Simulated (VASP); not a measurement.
Band structure of PdIn (CsCl type). Level of theory: vdW-DF2, VASP's PBE PAW potentials (set 64) (plane waves; VASP).

Unless said otherwise, spin-orbit coupling is left out, though it shifts the bands of the heavy elements here.

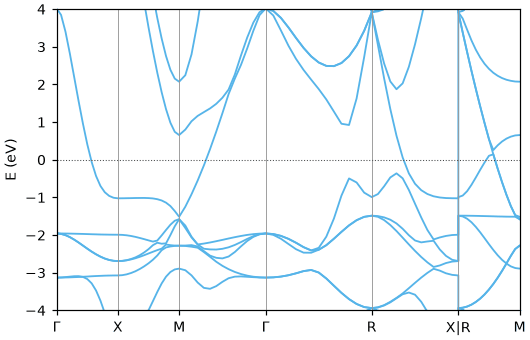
Bands along high-symmetry lines, zero at the valence-band maximum or, without a gap, the Fermi level

**Question.** Read the plot: is there a gap, and where are the band edges?

**Answer.** It has no gap at this level: it comes out as a metal or semimetal. (Edges off the drawn lines would not show.)

The compound is PdIn in the CsCl type structure. It was relaxed first, which changed the volume by +18 %. The electron count is odd and the run is not spin-polarised, which forces a metal.
